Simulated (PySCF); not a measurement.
Vertical excitations of a molecule C4H9NSi from TDDFT-PBE/def2-SVPD (PySCF 2.14.0), as energy in eV (oscillator strength): 4.19 (0.002), 4.71 (0.004), 5.53 (0.011), 5.63 (0.002), 5.78 (0.003), 6.09 (0.029), 6.16 (0.025), 6.18 (0.017), 6.47 (0.002), 6.51 (0.188). Lowest triplet (TDA): 3.88 eV. Geometry optimised at PBE0-D3(BJ)/def2-SVP. The values are those of a single conformer.

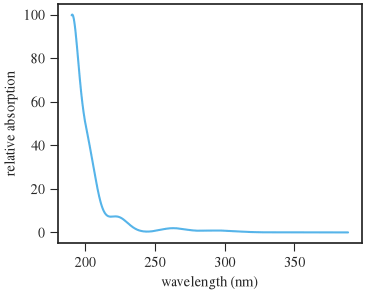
*The lines broadened by 0.4 eV.*

### Question
Which molecule gave these data?
A. C=C1[SiH2]N[C@H]1C
B. [SiH3]C1=CCNC1
C. C#C[Si@H](N)CC
D. CN1CC=C[SiH2]1

### Answer
A, C=C1[SiH2]N[C@H]1C
